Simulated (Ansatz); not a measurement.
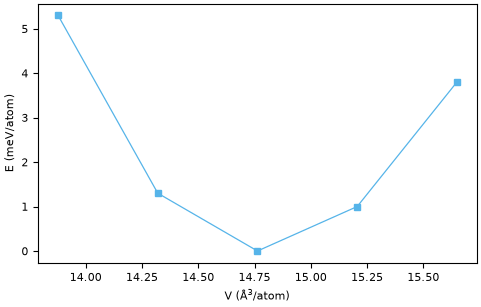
NaBrF$_{4}$ in space group I4/mcm (No. 140; Na on 4a, Br on 4d, F on 16l) under volume change, the program Ansatz at the HSE06 level (PAW), shape and atoms relaxed at each volume.

Task: What does a third-order Birch–Murnaghan fit give for V₀, B₀ and B′?

Result: V₀ = 14.78 Å³/atom, B₀ = 26.8 GPa, B′ = 6.3.

The workflow started from a Materials Project entry (that database holds measured and hypothetical structures alike); the Crystallography Open Database copy checked does not list it. Its standing as an ambient phase is unchecked. The cell was relaxed with HSE06 under the symmetry of its start; its stability against distortions is not shown here.

Potentials: the later of the program's two PAW sets.
